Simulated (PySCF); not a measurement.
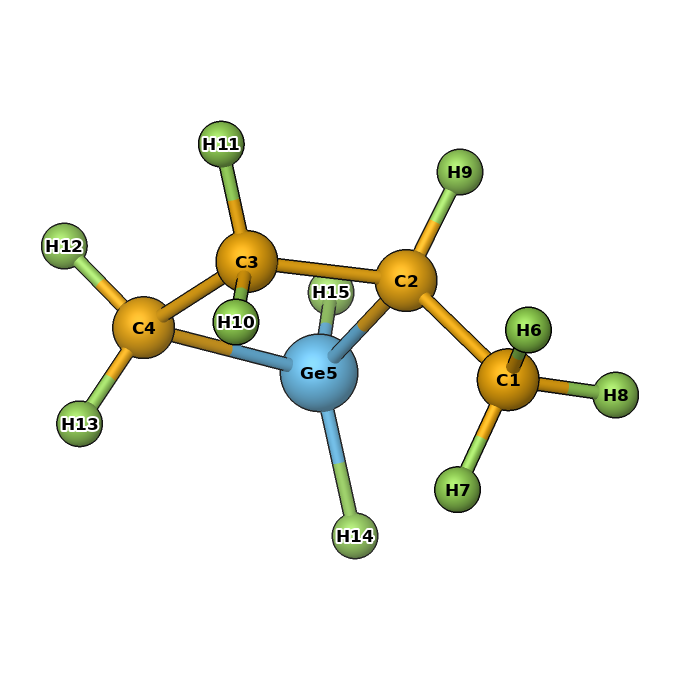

The computed structure is the end point of a GFN2-xTB optimisation. No frequency run is at hand to confirm it as a minimum. Electric field gradients from the ground-state density, B3LYP/pcJ-1 (pcSseg-1 on Ge) (PySCF 2.14.0), non-relativistic apart from any core potentials.

Give the largest field-gradient component, the quadrupole coupling constant and the asymmetry for 73Ge at Ge5 (Q = −196 mb), 2H at H6 (Q = 2.86 mb), 2H at H7 (Q = 2.86 mb).

```json
{"atom": "Ge5", "V_zz (a.u.)": "0.555", "e²qQ/h (MHz)": "−25.5", "η": "0.50"}
{"atom": "H6", "V_zz (a.u.)": "0.301", "e²qQ/h (MHz)": "0.202", "η": "0.02"}
{"atom": "H7", "V_zz (a.u.)": "0.300", "e²qQ/h (MHz)": "0.202", "η": "0.03"}
```

The geometry is semi-empirical. Around Ge such bond lengths and angles can be off by a tenth of an ångström or more and by several degrees, and values that hang on the shape move with them.
